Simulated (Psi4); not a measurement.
# C2F2 (SMILES FC#CF): M06-2X/cc-pVTZ

What is the vertical singlet–triplet gap of C2F2 at M06-2X/cc-pVTZ? 

The results are computed with Psi4 1.11.

2 further runs of the same task are left out: 2 set aside as unsound or not needed.

### Step 1. The structure to begin with

The species is C2F2 (4 atoms), meant as a singlet with charge 0. SMILES: `FC#CF`. The coordinates come from a PBE0-D4/def2-TZVP relaxation.

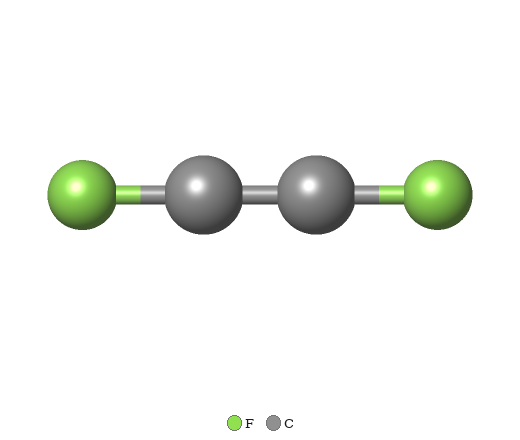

Viewed from a chosen angle; fluorine green, carbon grey.

### Step 2. Energy and gradient at M06-2X/cc-pVTZ

File calc.py:

```python
import psi4

psi4.set_memory('1600 MB')
psi4.set_num_threads(1)
psi4.set_output_file('run.log', False)

molecule = psi4.geometry("""
0 1
F     -0.136400     0.128000     1.852800
C     -0.033700     0.030200     0.583200
C      0.061400    -0.060400    -0.593400
F      0.164100    -0.158200    -1.863000
symmetry c1
no_reorient
no_com
""")

psi4.set_options({
    'basis': 'cc-pVTZ',
    'reference': 'rks',
    'puream': True,
    'e_convergence': 1e-09,
    'd_convergence': 1e-08,
    'scf_type': 'pk',
    'dft_radial_points': 99,
    'dft_spherical_points': 590,
})

e, wfn = psi4.gradient('m06-2x', molecule=molecule, return_wfn=True)
psi4.oeprop(wfn, 'QUADRUPOLE', 'DIPOLE', 'WIBERG_LOWDIN_INDICES', title='M06-2X')
print('gradient / Eh bohr^-1')
print(e.np.round(6))
print(f'energy = {wfn.energy():.10f} Eh')
```

On the command line:

```bash
$ python calc.py
```

run.log (excerpt; [...] marks lines left out):

```text
[...]
  Running in c1 symmetry.
[...]
  Nuclear repulsion =   95.510996951943412
[...]
  Multiplicity = 1
[...]
  Nalpha       = 15
  Nbeta        = 15
[...]
    Number of basis functions: 120
[...]
   @RKS iter   1:  -275.69982138113204   -3.01809e-01   3.53494e-03 ADIIS/DIIS
[...]
   @RKS iter   9:  -275.76714519876390   -1.19940e-11   4.32775e-09 DIIS
[...]
    Orbital Energies [Eh]
    ---------------------
    Doubly Occupied:
       1A    -25.324192     2A    -25.324190     3A    -10.643496
       4A    -10.640413     5A     -1.447777     6A     -1.446172
       7A     -0.892203     8A     -0.745116     9A     -0.705502
      10A     -0.637388    11A     -0.637388    12A     -0.616541
      13A     -0.616541    14A     -0.355372    15A     -0.355372
[...]
  @RKS Final Energy:  -275.76714519876390
   => Energetics <=
    Nuclear Repulsion Energy =             95.5109969519434117
    One-Electron Energy =                -569.2042678988553916
    Two-Electron Energy =                 213.1331116380619335
    DFT Exchange-Correlation Energy =     -15.2069858899138044
    Empirical Dispersion Energy =           0.0000000000000000
    VV10 Nonlocal Energy =                  0.0000000000000000
    Total Energy =                       -275.7671451987638989
[...]
  -Total Gradient:
     Atom            X                  Y                   Z
    ------   -----------------  -----------------  -----------------
       1        0.000421355934    -0.000401729966    -0.005221068008
       2       -0.001056750564     0.001008037964     0.013107281091
       3        0.001056750564    -0.001008037964    -0.013107281091
       4       -0.000421355935     0.000401729966     0.005221068008
[...]
 Multipole Moments:
 ------------------------------------------------------------------------------------
     Multipole            Electronic (a.u.)      Nuclear  (a.u.)        Total (a.u.)
 ------------------------------------------------------------------------------------
 L = 1.  Multiply by 2.5417464519 to convert [e a0] to [Debye]
 Dipole X            :         -0.7851812            0.7851812           -0.0000000
 Dipole Y            :          0.8560459           -0.8560459            0.0000000
 Dipole Z            :          0.2891281           -0.2891281            0.0000000
 Magnitude           :                                                    0.0000000
 L = 2.  Multiply by 1.3450342976 to convert [e a0^2] to [Debye ang]
 Quadrupole XX       :        -16.6450368            1.5685468          -15.0764900
 Quadrupole XY       :          1.4995310           -1.4967625            0.0027685
[...]
```

Standard output:

```text
gradient / Eh bohr^-1
[[ 0.000421 -0.000402 -0.005221]
 [-0.001057  0.001008  0.013107]
 [ 0.001057 -0.001008 -0.013107]
 [-0.000421  0.000402  0.005221]]
energy = -275.7671451988 Eh
```

It took 52 s on 1 thread of Intel Xeon Platinum 8223CL at 3.00GHz (Skylake/Cascade Lake), shared host; peak memory 0.74 GiB.

### Step 3. The triplet, same level

File c2f2.json:

```json
{
  "schema_name": "qcschema_input",
  "schema_version": 1,
  "molecule": {
    "schema_name": "qcschema_molecule",
    "schema_version": 2,
    "symbols": ["F", "C", "C", "F"],
    "geometry": [-0.25775864, 0.24188494, 3.50128456, -0.06368377, 0.05706973, 1.10208828, 0.11602918, -0.11413946, -1.12136348, 0.31010406, -0.29895467, -3.52055977],
    "molecular_charge": 0,
    "molecular_multiplicity": 3,
    "fix_symmetry": "c1",
    "fix_com": true,
    "fix_orientation": true
  },
  "driver": "gradient",
  "model": {
    "method": "m06-2x",
    "basis": "cc-pVTZ"
  },
  "keywords": {
    "reference": "uks",
    "puream": true,
    "e_convergence": 1e-09,
    "d_convergence": 1e-08,
    "scf_type": "pk",
    "dft_radial_points": 99,
    "dft_spherical_points": 590,
    "maxiter": 200,
    "scf_properties": ["QUADRUPOLE", "LOWDIN_CHARGES", "MULLIKEN_CHARGES"]
  }
}
```

On the command line:

```bash
$ psi4 --qcschema c2f2.json -n 1 --memory 1600MB
```

stdout (excerpt; [...] marks lines left out):

```text
[...]
  Running in c1 symmetry.
[...]
  Nuclear repulsion =   95.510997052494560
[...]
  Multiplicity = 3
[...]
  Nalpha       = 16
  Nbeta        = 14
[...]
    Number of basis functions: 120
[...]
   @UKS iter   1:  -275.44748283909865   -4.94702e-02   3.12139e-03 DIIS/ADIIS
[...]
   @UKS iter  11:  -275.51259027342195   -9.20863e-12   7.35982e-09 DIIS
[...]
   @S^2 Observed:                2.004294902E+00
[...]
  @UKS Final Energy:  -275.51259027342195
   => Energetics <=
    Nuclear Repulsion Energy =             95.5109970524945595
    One-Electron Energy =                -568.6491312011745549
    Two-Electron Energy =                 212.8309839544714919
    DFT Exchange-Correlation Energy =     -15.2054400792134263
    Empirical Dispersion Energy =           0.0000000000000000
    VV10 Nonlocal Energy =                  0.0000000000000000
    Total Energy =                       -275.5125902734219494
[...]
 Multipole Moments:
 ------------------------------------------------------------------------------------
     Multipole            Electronic (a.u.)      Nuclear  (a.u.)        Total (a.u.)
 ------------------------------------------------------------------------------------
 L = 1.  Multiply by 2.5417464519 to convert [e a0] to [Debye]
 Dipole X            :         -0.7851810            0.7851812            0.0000003
 Dipole Y            :          0.8560457           -0.8560460           -0.0000002
 Dipole Z            :          0.2891252           -0.2891281           -0.0000029
 Magnitude           :                                                    0.0000029
 L = 2.  Multiply by 1.3450342976 to convert [e a0^2] to [Debye ang]
 Quadrupole XX       :        -17.2172488            1.5685468          -15.6487021
 Quadrupole XY       :          1.9179912           -1.4967625            0.4212287
[...]
  -Total Gradient:
     Atom            X                  Y                   Z
    ------   -----------------  -----------------  -----------------
       1        0.007168387796    -0.006828170575    -0.088662915130
       2        0.014248892359    -0.013571853472    -0.176219607932
       3       -0.014248928678     0.013571894416     0.176220111142
       4       -0.007168351469     0.006828129627     0.088662411876
[...]
```

The result, in JSON:

```text
{
 "driver": "gradient",
 "model": {
  "method": "m06-2x",
  "basis": "cc-pVTZ"
 },
 "success": true,
 "return_result": [0.007168387795580301, -0.006828170574764618, -0.08866291512977142, 0.014248892359011472, -0.013571853472342663, -0.17621960793242097, -0.014248928677943555, 0.013571894415550937, 0.17622011114228348, -0.0071683514688474555, 0.006828129627482511, 0.08866241187605181],
 "properties": {
  "calcinfo_nbasis": 120,
  "calcinfo_nmo": 120,
  "calcinfo_nalpha": 16,
  "calcinfo_nbeta": 14,
  "calcinfo_natom": 4,
  "nuclear_repulsion_energy": 95.51099705249456,
  "return_energy": -275.51259027342195,
  "return_gradient": [0.007168387795580301, -0.006828170574764618, -0.08866291512977142, 0.014248892359011472, -0.013571853472342663, -0.17621960793242097, -0.014248928677943555, 0.013571894415550937, 0.17622011114228348, -0.0071683514688474555, 0.006828129627482511, 0.08866241187605181],
  "scf_one_electron_energy": -568.6491312011746,
  "scf_two_electron_energy": 212.8309839544715,
  "scf_xc_energy": -15.205440079213426,
  "scf_dipole_moment": [2.515906004640911e-07, -2.1676328287867364e-07, -2.9092343102332663e-06],
  "scf_total_energy": -275.51259027342195,
  "scf_total_gradient": [0.007168387795580301, -0.006828170574764618, -0.08866291512977142, 0.014248892359011472, -0.013571853472342663, -0.17621960793242097, -0.014248928677943555, 0.013571894415550937, 0.17622011114228348, -0.0071683514688474555, 0.006828129627482511, 0.08866241187605181],
  "scf_iterations": 11
 }
}
```

It took 65 s on 1 thread of Intel Xeon Platinum 8223CL at 3.00GHz (Skylake/Cascade Lake), shared host; peak memory 0.73 GiB.

### Step 4. What came out

Level: M06-2X/cc-pVTZ.

```
                                        quantity          value
                           singlet: total energy  -275.76715 Eh
                          singlet: dipole moment         0.00 D
                            singlet: HOMO energy       -9.67 eV
                            singlet: LUMO energy        2.28 eV
                          singlet: HOMO–LUMO gap       11.95 eV
               singlet: largest force on an atom     0.678 eV/Å
                           triplet: total energy  -275.51259 Eh
                          triplet: dipole moment         0.00 D
     triplet: HOMO energy (highest over α and β)       -2.97 eV
                                   triplet: ⟨S²⟩          2.004
               triplet: largest force on an atom     9.118 eV/Å
vertical energy of the triplet above the singlet       6.927 eV
```

At this shape the triplet lies 6.93 eV (668 kJ/mol) above the singlet. The largest force (singlet) is 0.68 eV/Å: the shape isn't a stationary point for this species at this level.
